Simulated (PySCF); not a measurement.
| atom | x (Å) | y (Å) | z (Å) |
| --- | --- | --- | --- |
| La | 0.0000 | 0.0000 | -0.0149 |
| H | 0.0000 | 0.0000 | 2.0591 |

Level of theory: PBE0/x2c-TZVPall, spin-free X2C-1e, Gaussian nucleus, at a bond length of 2.074 Å (PySCF).

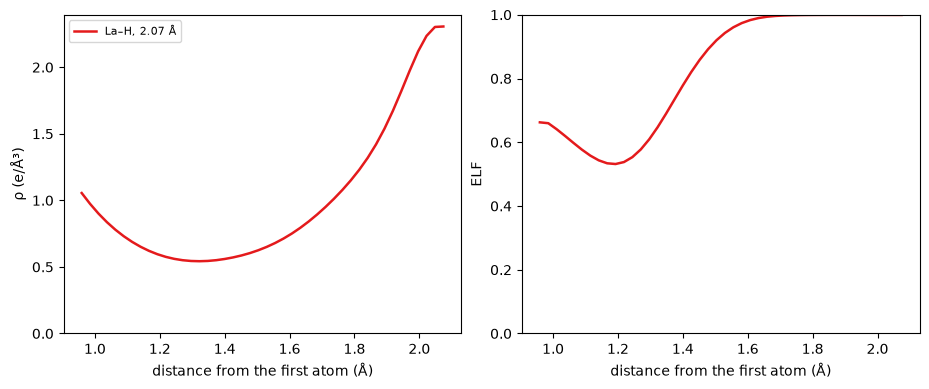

LaH (triplet). Electron density and ELF along straight lines between neighbouring atoms. The curves leave out the atomic cores.

What can be read from the curves?

Answer. La–H (2.07 Å): ρ at the midpoint is about 0.84 e/Å³; the ELF climbs to about 1 towards the hydrogen.
